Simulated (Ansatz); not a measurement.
# Al6Si (built on the sites of a database entry of SiB6): following an unstable mode, part 2 of 3

Aim: this structure of Al6Si (built on the sites of a database entry of SiB6) is to be tested for unstable modes, and one is followed downhill.

Ansatz 0.2.0; DFT PBEsol, scalar-relativistic, plane waves, PAW.

So far. Step 4 (The mode frozen in, largest atomic shift 0.6 Å): The run ends at a pressure of -5.20 GPa, with forces up to 0.48 eV/Å. Step 5 (Energy along the mode, all amplitudes (two of the runs …): The lowest of the steps tried is the last one, at 0.6 Å, 31.0 meV/atom below the parent; the bottom of the well need not coincide with a step.

The structure was built from a prototype and need not be the compound's stable phase.

## 6. Relaxing from the distorted cell

Starting from the lowest point found, all atoms and the cell are let go, so that strain and other modes of the same symmetry can join in.

input.yaml reads:

```yaml
crystal:
  lattice:
    - [6.1489135354, 0.0, 0.0]
    - [0.0, 6.1489135354, 0.0]
    - [0.0, 0.0, 6.1489135354]
  atoms:
    - { symbol: Si, position: [0.0, 0.0, 0.0] }
    - { symbol: Al, position: [0.1974385139, 0.4310017833, 0.4310017833] }
    - { symbol: Al, position: [0.5689982167, 0.1974385139, 0.5689982167] }
    - { symbol: Al, position: [0.8025614861, 0.5689982167, 0.5689982167] }
    - { symbol: Al, position: [0.4310017833, 0.8025614861, 0.4310017833] }
    - { symbol: Al, position: [0.5689982167, 0.4310017833, 0.1974385139] }
    - { symbol: Al, position: [0.4310017833, 0.5689982167, 0.8025614861] }
kpoints:
  mp_grid: { grid: [6, 6, 6] }
hamiltonian:
  xc: pbesol
scf:
  occupations: { method: methfessel_paxton, width: 0.15 }
output:
  forces: true
  stress: true
  eigenvalues: true
relax:
  adjacent_minimum: "off"
  f_tol: 0.002
  max_steps: 120
  cell: { stress_tol: 0.03 }
```

Launch:

```
$ ansatz run input.yaml --threads 8 --pin off --max-ram 14336MiB --backend cpu --events-out ev --progress --plain --runs-dir out
```

Numbers of over 12 decimals in the logs are rounded to 6 here.

What it wrote:

```text
[...]
Crystal: 7 atoms, lattice volume = 232.485 Å³
Basis set: ecut = 420 eV, 4553 PW (Γ), exchange–correlation on 90×90×90 points (8 copies of the dense FFT grid, shifted against one another)
Bands: 18, of which v1, the nominal top of the filled ones, is band 11 counted from 1 (10 counted from 0)
Symmetry: 6 space group operations
[...]
k-points: 40 of 216
[...]
SCF iter   1: F=—  HF=-3760.674936 eV  |F-HF|=—  |Δ(HF+E_count)|=         —  Δρ=6.52e-3  dr2=5.94e-1  ethr=1.77e-3  ⟨swp⟩=7.3  Hψ=4639  notcnv=0
[...]
SCF iter   8: F=-3760.607740 eV  HF=-3760.607740 eV  |F-HF|=9.26e-10  |Δ(HF+E_count)|=   1.63e-8  S|Δr|=    0.00e0  Δρ=7.40e-7  dr2=4.98e-9  ethr=4.55e-10  ⟨swp⟩=7.5  Hψ=3277  notcnv=0
SCF 1 converged in 8 iterations: F = -3760.607740 eV  dr2 = 4.98e-9
[...]
relax step   1: F+E_penalty+E_count = -3760.60773992 eV  Δ(F+E_penalty+E_count) = +0.000e0 eV  max|allowed force component| = 4.209e-1 eV/Å  Δτ_max = 0.0000 Å  P = -5.195 GPa  Ω = 232.485 Å³  (8 SCF iters, dr2 threshold 1.00e-7 eV, accepted)
Crystal: 7 atoms, lattice volume = 204.042 Å³
Basis set: ecut = 420 eV, 3959 PW (Γ), exchange–correlation on 90×90×90 points (8 copies of the dense FFT grid, shifted against one another)
[...]
iter 1 solved again at ethr=1.56e-3 eV; its pass at ethr=3.10e-3 eV (dr2=3.44e-1 eV) is discarded
[...]
SCF iter   7: F=-3761.648930 eV  HF=-3761.648930 eV  |F-HF|=3.21e-9  |Δ(HF+E_count)|=   4.48e-7  S|Δr|=    0.00e0  Δρ=2.09e-6  dr2=2.31e-8  ethr=3.18e-9  ⟨swp⟩=8.2  Hψ=3878  notcnv=0
SCF 2 converged in 7 iterations: F = -3761.648930 eV  dr2 = 2.31e-8
[...]
relax step   2: F+E_penalty+E_count = -3761.64893040 eV  Δ(F+E_penalty+E_count) = -1.041e0 eV  max|allowed force component| = 4.157e-1 eV/Å  Δτ_max = 0.0741 Å  P = -3.998 GPa  Ω = 204.042 Å³  energy of the carried Pulay correction = +4.137e-3 eV  (7 SCF iters, dr2 threshold 7.00e-7 eV, accepted)
Crystal: 7 atoms, lattice volume = 178.477 Å³
Basis set: ecut = 420 eV, 3491 PW (Γ), exchange–correlation on 90×90×90 points (8 copies of the dense FFT grid, shifted against one another)
[...]
SCF iter   7: F=-3762.859697 eV  HF=-3762.859697 eV  |F-HF|=3.38e-9  |Δ(HF+E_count)|=   1.97e-7  S|Δr|=    0.00e0  Δρ=2.81e-6  dr2=2.26e-8  ethr=3.18e-9  ⟨swp⟩=5.8  Hψ=3316  notcnv=0
SCF 3 converged in 7 iterations: F = -3762.859697 eV  dr2 = 2.26e-8
[...]
relax step   3: F+E_penalty+E_count = -3762.85969723 eV  Δ(F+E_penalty+E_count) = -1.211e0 eV  max|allowed force component| = 7.633e-1 eV/Å  Δτ_max = 0.1416 Å  P = -3.565 GPa  Ω = 178.477 Å³  energy of the carried Pulay correction = +8.347e-3 eV  (7 SCF iters, dr2 threshold 7.00e-7 eV, accepted)
[... from here on, the SCF cycles and remarks between the steps are left out ...]
relax step   4: F+E_penalty+E_count = -3764.60127955 eV  Δ(F+E_penalty+E_count) = -1.742e0 eV  max|allowed force component| = 1.037e0 eV/Å  Δτ_max = 0.1797 Å  P = -3.949 GPa  Ω = 155.888 Å³  energy of the carried Pulay correction = +1.253e-2 eV  (6 SCF iters, dr2 threshold 7.00e-7 eV, accepted)
relax step   5: F+E_penalty+E_count = -3766.27843221 eV  Δ(F+E_penalty+E_count) = -1.677e0 eV  max|allowed force component| = 8.064e-1 eV/Å  Δτ_max = 0.1907 Å  P = -1.296 GPa  Ω = 135.669 Å³  energy of the carried Pulay correction = +1.670e-2 eV  (6 SCF iters, dr2 threshold 7.00e-7 eV, accepted)
relax step   6: F+E_penalty+E_count = -3766.65816164 eV  Δ(F+E_penalty+E_count) = -3.797e-1 eV  max|allowed force component| = 3.276e-1 eV/Å  Δτ_max = 0.1948 Å  P = +1.917 GPa  Ω = 126.902 Å³  energy of the carried Pulay correction = +1.865e-2 eV  (6 SCF iters, dr2 threshold 7.00e-7 eV, accepted)
relax step   7: F+E_penalty+E_count = -3767.01428160 eV  Δ(F+E_penalty+E_count) = -3.561e-1 eV  max|allowed force component| = 3.887e-1 eV/Å  Δτ_max = 0.0527 Å  P = +1.251 GPa  Ω = 123.457 Å³  energy of the carried Pulay correction = +1.945e-2 eV  (5 SCF iters, dr2 threshold 7.00e-7 eV, accepted)
relax step   8: F+E_penalty+E_count = -3767.45210496 eV  Δ(F+E_penalty+E_count) = -4.378e-1 eV  max|allowed force component| = 3.809e-1 eV/Å  Δτ_max = 0.0839 Å  P = -1.552 GPa  Ω = 122.882 Å³  energy of the carried Pulay correction = +1.958e-2 eV  (5 SCF iters, dr2 threshold 7.00e-7 eV, accepted)
relax step   9: F+E_penalty+E_count = -3767.87853430 eV  Δ(F+E_penalty+E_count) = -4.264e-1 eV  max|allowed force component| = 3.827e-1 eV/Å  Δτ_max = 0.1204 Å  P = -1.694 GPa  Ω = 118.216 Å³  energy of the carried Pulay correction = +2.068e-2 eV  (5 SCF iters, dr2 threshold 7.00e-7 eV, accepted)
relax step  10: F+E_penalty+E_count = -3768.22540565 eV  Δ(F+E_penalty+E_count) = -3.469e-1 eV  max|allowed force component| = 3.223e-1 eV/Å  Δτ_max = 0.0968 Å  P = -0.020 GPa  Ω = 112.211 Å³  energy of the carried Pulay correction = +2.213e-2 eV  (5 SCF iters, dr2 threshold 7.00e-7 eV, accepted)
relax step  11: F+E_penalty+E_count = -3768.38514720 eV  Δ(F+E_penalty+E_count) = -1.597e-1 eV  max|allowed force component| = 2.103e-1 eV/Å  Δτ_max = 0.1646 Å  P = +1.898 GPa  Ω = 108.485 Å³  energy of the carried Pulay correction = +2.306e-2 eV  (5 SCF iters, dr2 threshold 7.00e-7 eV, accepted)
relax step  12: F+E_penalty+E_count = -3768.45239370 eV  Δ(F+E_penalty+E_count) = -6.725e-2 eV  max|allowed force component| = 6.828e-3 eV/Å  Δτ_max = 0.0741 Å  P = -0.151 GPa  Ω = 110.685 Å³  energy of the carried Pulay correction = +2.251e-2 eV  (5 SCF iters, dr2 threshold 7.00e-7 eV, accepted)
relax step  13: F+E_penalty+E_count = -3768.45261249 eV  Δ(F+E_penalty+E_count) = -2.188e-4 eV  max|allowed force component| = 1.259e-3 eV/Å  Δτ_max = 0.0017 Å  P = +0.010 GPa  Ω = 110.478 Å³  energy of the carried Pulay correction = +2.256e-2 eV  (3 SCF iters, dr2 threshold 8.21e-8 eV, accepted)
relax step  14: F+E_penalty+E_count = -3768.45261810 eV  Δ(F+E_penalty+E_count) = -5.613e-6 eV  max|allowed force component| = 3.653e-4 eV/Å  Δτ_max = 0.0006 Å  P = +0.003 GPa  Ω = 110.490 Å³  energy of the carried Pulay correction = +2.256e-2 eV  (4 SCF iters, dr2 threshold 2.84e-9 eV, accepted)
Basis set: ecut = 420 eV, 2173 PW (Γ), exchange–correlation on 72×72×72 points (8 copies of the dense FFT grid, shifted against one another)
[...]
SCF iter   5: F=-3768.449520 eV  HF=-3768.449520 eV  |F-HF|=0.00e0  |Δ(HF+E_count)|=  4.55e-12  S|Δr|=    0.00e0  Δρ=2.14e-8  dr2=4.18e-13  ethr=1.00e-12  ⟨swp⟩=5.0  Hψ=2423  notcnv=0
SCF 15 converged in 5 iterations: F = -3768.449520 eV  dr2 = 4.18e-13
relax step  15: F+E_penalty+E_count = -3768.44952019 eV  Δ(F+E_penalty+E_count) = +3.098e-3 eV  max|allowed force component| = 2.967e-4 eV/Å  Δτ_max = 0.0000 Å  P = -0.027 GPa  Ω = 110.490 Å³  stress off target by 2.80e-2 GPa  SCF on the basis re-selected at this cell (its energy is not comparable with the rows above)  (5 SCF iters)
basis re-selected at this cell: Δ(F+E_penalty+E_count) = +3.098e-3 eV, ΔP = -0.030 GPa vs the last step (what re-selecting the basis moved, of the pressure what is left beyond the Pulay correction that the steps carried, after the strain that the cell walked since its last selection, with what the two solves' SCF thresholds leave and, on support functions, any second-order correction that the steps lacked; it is no measure of the basis error at this ecutwfc). The dense FFT grid was sized anew with the basis: this SCF ran on 36×36×36 points, the steps before it on 45×45×45, so part of this shift can come from that change (see relax.cell in the input reference). [rest of the remark cut]
SCF converged after 5 iterations
[...]
Free energy (F): -3768.449520 eV
[...]
Internal energy: -3768.445889 eV  (E = F + TS)
E sigma→0 (E₀):  -3768.448612 eV
Entropy (-TS):   -0.003631 eV (-0.519 meV/atom)
Fermi energy:    8.534632 eV
[...]
--- Forces (eV/Å), atoms counted from 1 ---
  atom   1  Si     0.00000000     0.00000000     0.00000000
  atom   2  Al     0.00017665     0.00029671     0.00006964
  atom   3  Al    -0.00006964     0.00017665    -0.00029671
  atom   4  Al    -0.00017665    -0.00029671    -0.00006964
  atom   5  Al     0.00006964    -0.00017665     0.00029671
  atom   6  Al    -0.00029671     0.00006964     0.00017665
  atom   7  Al     0.00029671    -0.00006964    -0.00017665
  max |Σ_I F_I| component: 4.61e-18 eV/Å
--- Stress (GPa, compression-positive) ---
       -0.027017       0.000939      -0.000939
        0.000939      -0.027017      -0.000939
       -0.000939      -0.000939      -0.027017
  P = ⅓ Tr σ = -0.0270 GPa (-0.270 kbar)
--- Band table (eV; the first three rows and the last of 40) ---
  k-point 0: bands = [... 7 lower, 6.6140, 6.7659, 6.7659, 7.2868, 7.2875, 7.2875, 11.5253, 11.7441, ... 3 higher]
  k-point 1: bands = [... 7 lower, 5.5194, 5.7757, 7.0548, 7.2293, 8.4813, 8.7998, 9.7871, 10.3513, ... 3 higher]
  k-point 2: bands = [... 7 lower, 5.0234, 7.0588, 7.4931, 7.6337, 8.0456, 8.6169, 9.9898, 10.1468, ... 3 higher]
  k-point 39: bands = [... 7 lower, 3.8243, 10.3895, 10.3895, 10.7970, 10.9714, 11.0912, 11.0912, 12.6214, ... 3 higher]
--- Relaxed structure (14 steps of the walk, 14 accepted, 1 SCFs on fresh bases) ---
  F+E_penalty+E_count = -3768.44952019 eV   max|allowed force component| = 2.967e-4 eV/Å   (the final SCF, on the basis selected at the relaxed cell)
  cell:  # Å, volume = 110.4900 Å³
    - [4.839741, -0.432058, 0.432058]
    - [-0.432058, 4.839741, 0.432058]
    - [0.432058, 0.432058, 4.839741]
  atoms:
    - { symbol: Si, position: [1.5995122566071364e-19, -8.060534206524234e-19, -8.866587627176665e-19] }
    - { symbol: Al, position: [0.141508, 0.283641, 0.429479] }
    - { symbol: Al, position: [0.570521, 0.141508, 0.716359] }
    - { symbol: Al, position: [0.858492, 0.716359, 0.570521] }
    - { symbol: Al, position: [0.429479, 0.858492, 0.283641] }
    - { symbol: Al, position: [0.716359, 0.429479, 0.141508] }
    - { symbol: Al, position: [0.283641, 0.570521, 0.858492] }
```

It took 18 s on 8 threads of Arm Neoverse V2, shared host; peak memory 0.72 GiB; 2.1 min of CPU time.

Relaxation path:

| step | energy less that of the first step (eV) | largest force component (eV/Å) | pressure (GPa) | volume (Å³) |
| --- | --- | --- | --- | --- |
| 1 | 0.0000 | 0.4209 | -5.20 | 232.49 |
| 2 | -1.0412 | 0.4157 | -4.00 | 204.04 |
| 3 | -2.2520 | 0.7633 | -3.56 | 178.48 |
| 4 | -3.9935 | 1.0367 | -3.95 | 155.89 |
| 5 | -5.6707 | 0.8064 | -1.30 | 135.67 |
| 6 | -6.0504 | 0.3276 | 1.92 | 126.90 |
| 7 | -6.4065 | 0.3887 | 1.25 | 123.46 |
| 8 | -6.8444 | 0.3809 | -1.55 | 122.88 |
| 9 | -7.2708 | 0.3827 | -1.69 | 118.22 |
| 10 | -7.6177 | 0.3223 | -0.02 | 112.21 |
| 11 | -7.7774 | 0.2103 | 1.90 | 108.49 |
| 12 | -7.8447 | 0.0068 | -0.15 | 110.68 |
| 13 | -7.8449 | 0.0013 | 0.01 | 110.48 |
| 14 | -7.8449 | 0.0004 | 0.00 | 110.49 |
| 15* | -7.8418 | 0.0003 | -0.03 | 110.49 |

Relaxation steps marked * repeat the geometry before them on a plane-wave basis chosen anew for their cell, so energy and pressure can jump there.

Forces are held to the 6 operations that the run works with; a distortion that breaks them can't arise in this run.

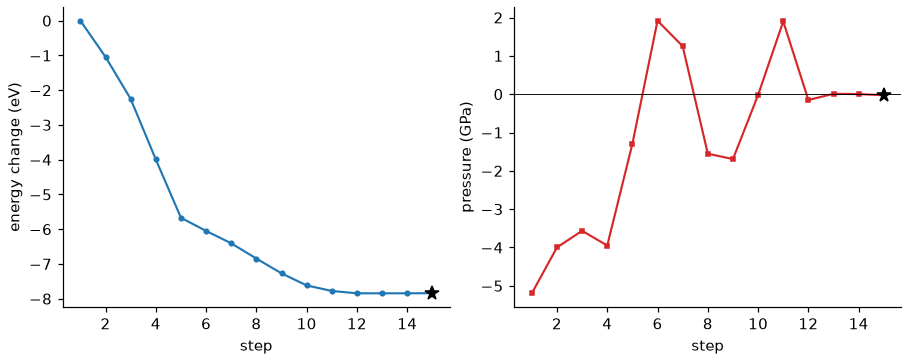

Energy and pressure along the relaxation. Stars mark steps on a basis chosen anew.

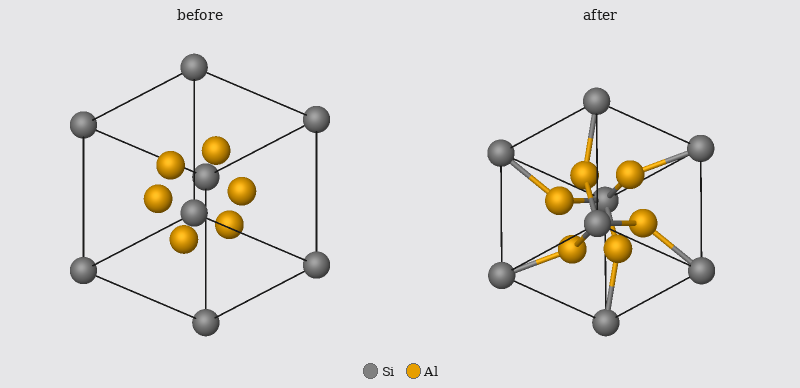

The structure before and after the relaxation, drawn at the same scale.

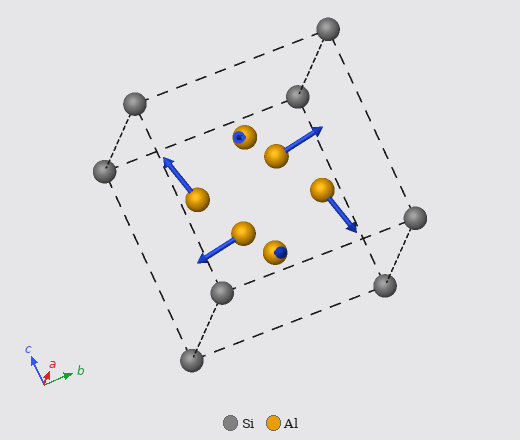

Displacements in the relaxation, exaggerated, measured against the changing cell; the longest in the cell stands for 0.73 Å. Some periodic images of atoms are drawn too.

| cell as run | before | after | change |
| --- | --- | --- | --- |
| a (Å) | 6.149 | 4.878 | -20.7 % |
| b (Å) | 6.149 | 4.878 | -20.7 % |
| c (Å) | 6.149 | 4.878 | -20.7 % |
| α (°) | 90.00 | 80.33 | -10.7 % |
| β (°) | 90.00 | 80.33 | -10.7 % |
| γ (°) | 90.00 | 99.67 | +10.7 % |
| volume (Å³/atom) | 33.21 | 15.78 | -52.5 % |

The atoms that moved most (Å, as changes of fractional coordinates times the final cell):

| atom | dx | dy | dz | length |
| --- | --- | --- | --- | --- |
| Al4 | 0.208 | 0.690 | 0.095 | 0.727 |
| Al6 | 0.690 | -0.095 | -0.208 | 0.727 |
| Al5 | -0.095 | 0.208 | -0.690 | 0.727 |
| Al2 | -0.208 | -0.690 | -0.095 | 0.727 |
| Al7 | -0.690 | 0.095 | 0.208 | 0.727 |
| Al3 | 0.095 | -0.208 | 0.690 | 0.727 |

Numbers from this step:

```
pressure        : -0.02702 GPa
volume per atom : 15.78 Å³
```

The distorted start has space group R-3; the relaxation ends in R-3.

## 7. The new phase in its own primitive cell

The relaxed structure is symmetrised, reduced to its primitive cell and relaxed tightly, as its phonons need.

input.yaml reads:

```yaml
crystal:
  lattice:
    - [3.7277251147, 2.1522030985, 2.2953280829]
    - [-3.7277251147, 2.1522030985, 2.2953280829]
    - [0.0, -4.3044061969, 2.2953280829]
  atoms:
    - { symbol: Si, position: [0.0, 0.0, 0.0] }
    - { symbol: Al, position: [0.1415083309, 0.5705211339, 0.2836414956] }
    - { symbol: Al, position: [0.5705211339, 0.2836414956, 0.1415083309] }
    - { symbol: Al, position: [0.8584916691, 0.4294788661, 0.7163585044] }
    - { symbol: Al, position: [0.4294788661, 0.7163585044, 0.8584916691] }
    - { symbol: Al, position: [0.7163585044, 0.8584916691, 0.4294788661] }
    - { symbol: Al, position: [0.2836414956, 0.1415083309, 0.5705211339] }
kpoints:
  mp_grid: { grid: [6, 6, 6] }
hamiltonian:
  xc: pbesol
scf:
  occupations: { method: methfessel_paxton, width: 0.15 }
output:
  forces: true
  stress: true
  eigenvalues: true
relax:
  adjacent_minimum: "off"
  f_tol: 0.001
  max_steps: 60
  cell: { stress_tol: 0.01 }
```

What it wrote:

```text
[...]
Crystal: 7 atoms, lattice volume = 110.490 Å³
Basis set: ecut = 420 eV, 2173 PW (Γ), exchange–correlation on 72×72×72 points (8 copies of the dense FFT grid, shifted against one another)
Bands: 18, of which v1, the nominal top of the filled ones, is band 11 counted from 1 (10 counted from 0)
Symmetry: 6 space group operations
[...]
k-points: 40 of 216
[...]
- [-3.727238, 2.151922, 2.295079]
    - [0, -4.303844, 2.295079]
  atoms:
    - { symbol: Si, position: [0, 0, 0] }
    - { symbol: Al, position: [0.141514, 0.570522, 0.283652] }
    - { symbol: Al, position: [0.570522, 0.283652, 0.141514] }
    - { symbol: Al, position: [0.858486, 0.429478, 0.716348] }
    - { symbol: Al, position: [0.429478, 0.716348, 0.858486] }
    - { symbol: Al, position: [0.716348, 0.858486, 0.429478] }
    - { symbol: Al, position: [0.283652, 0.141514, 0.570522] }
[key lines of the parts left out:]
SCF converged after 4 iterations
Free energy (F): -3768.449524 eV
Fermi energy:    8.538893 eV
P = ⅓ Tr σ = 0.0042 GPa (0.042 kbar)
```

Elapsed: 1.8 s, on 8 threads; peak memory 0.5 GiB; 11 s of CPU time.

Little changed from the start: no atom moved by 0.005 Å and no cell edge by 0.1 %.

Numbers from this step:

```yaml
pressure: 0.004199 GPa
```

The largest force component left is 0.093 meV/Å and the pressure is 0.004 GPa, within the tolerances set. The cell now holds 15.78 Å³/atom.

[end of part 2 of 3]

[Logs are printed without paths, hosts, clocks, repeated set-up lines and the standing remarks that a program may print on its own settings, such as how far it seeks lower states.]

[Hosts, paths, dates, database ids (printed as entryN), source tags and the programs' standing remarks are cut or masked in the printed files.]
